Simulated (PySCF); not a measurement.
The calculation's input:

```
{"job": {"kind": "uv", "xc": "PBE0", "basis": "def2-SVPD", "nstates": 8, "ntriplets": 3}, "charge": 0, "multiplicity": 1}
C      2.034166     1.601911     0.103559
N      1.336068     0.689011     0.609128
C      1.468875    -0.656176     0.180348
Si    -0.160046    -1.107172    -0.763643
Si    -1.840466    -0.431487     0.645182
O     -3.185487    -0.317098    -0.260520
O     -1.514531     1.052031     1.237417
H      1.866749     2.619999     0.422882
H      2.814326     1.435164    -0.645659
H      2.364370    -0.829284    -0.431198
H      1.525216    -1.286398     1.069328
H     -0.034916    -0.436765    -2.070285
H     -0.057927    -2.548192    -1.035699
H     -2.130337    -1.298531     1.798809
H     -3.895805     0.257337     0.013401
H     -0.597852     1.264594     1.424115
```

Run with:

```sh
OMP_NUM_THREADS=1 python probes_run.py task.json out
```

Geometry: GFN2-xTB.

These are results of PySCF 2.14.0, PBE0/def2-SVPD, SCF density, gas phase, not measurements.

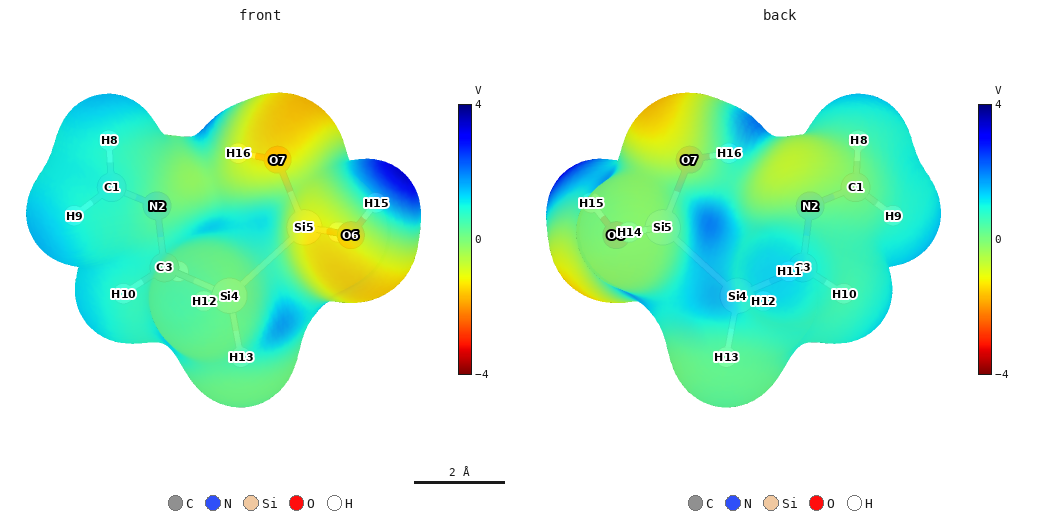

C$_{2}$H$_{9}$NO$_{2}$Si$_{2}$. The electrostatic potential painted on the density surface at 0.004 e/bohr³, seen from the front and from behind; red is negative and blue positive.

### Describe the electrostatic potential map.

The most negative region (about −1.6 V, or −37 kcal/mol for a unit charge) lies over O7, the most positive (about +3.1 V, or +71 kcal/mol for a unit charge) over H15. O7 is the likeliest acceptor of a hydrogen bond.
